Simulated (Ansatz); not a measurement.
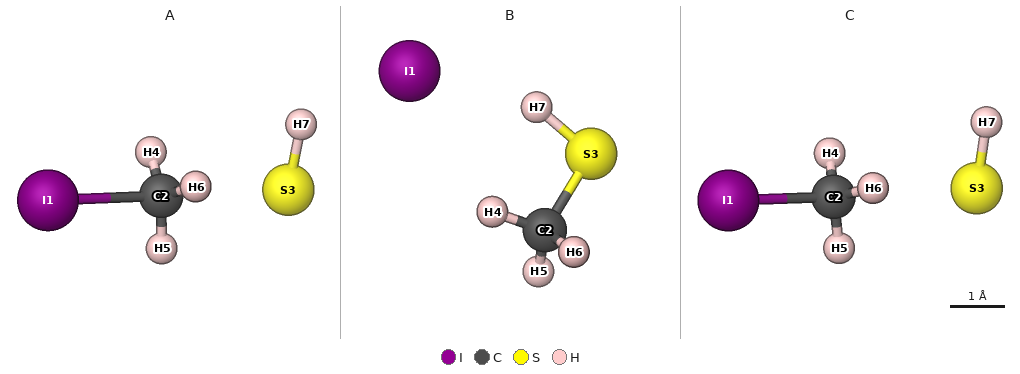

Three geometries of CH₄IS (charge −1): a saddle point and the two minima that it joins, in shuffled order. A ball-and-stick model, seen at a tilt. Sticks join atoms that are closer than about 1.2 times the sum of their covalent radii (a little more with hydrogen).

Stationary points at PBE0-D4/def2-TZVPD, single-point energies with CCSD(T)/CBS, r2SCAN-D4, B97M-V, PBE0-D4 (def2-TZVPPD where no basis is named; Ansatz 0.2.0). The energies are electronic, without zero-point or thermal terms, and both ends are the minima reached downhill from the saddle, with any fragments still in contact. CCSD(T)/CBS stands for a frozen-core estimate: MP2 correlation extrapolated from def2-TZVPPD and def2-QZVPPD, CCSD(T) minus MP2 from the smaller set. Elements past krypton carry the basis set's effective core potentials.

**Identify the saddle point and describe the reaction.**

Frame A is the saddle point. Counted by bonded pieces, C holds CH₃I + SH and B holds CH₄S + I. From C over the saddle to B, a bond forms: C2–S3 (3.04 → 2.71 → 1.81 Å). A bond breaks: I1–C2 (2.24 → 2.41 → 3.94 Å). The saddle has one imaginary mode, 249i cm⁻¹. With CCSD(T)/CBS the barrier is 2.2 kcal/mol from C and 35.5 kcal/mol from B, and B lies 33.3 kcal/mol below C. By Pauling bond orders of the changing bonds the saddle lies closer to C, the higher end, as Hammond's postulate suggests.

| level | barrier from C (kcal/mol) | barrier from B (kcal/mol) | B less C (kcal/mol) |
| --- | --- | --- | --- |
| CCSD(T)/CBS | 2.2 | 35.5 | −33.3 |
| r2SCAN-D4 | −0.6 | 31.2 | −31.8 |
| B97M-V | 1.6 | 32.2 | −30.6 |
| PBE0-D4 | 0.5 | 34.8 | −34.3 |

Against CCSD(T)/CBS, B97M-V comes closest on the barrier from C (−0.6 kcal/mol) and r2SCAN-D4 misses most (−2.8 kcal/mol).

Limits of the set-up: the start holds two separate molecules, 2.9 Å apart at their closest, whose relative position is a soft coordinate.
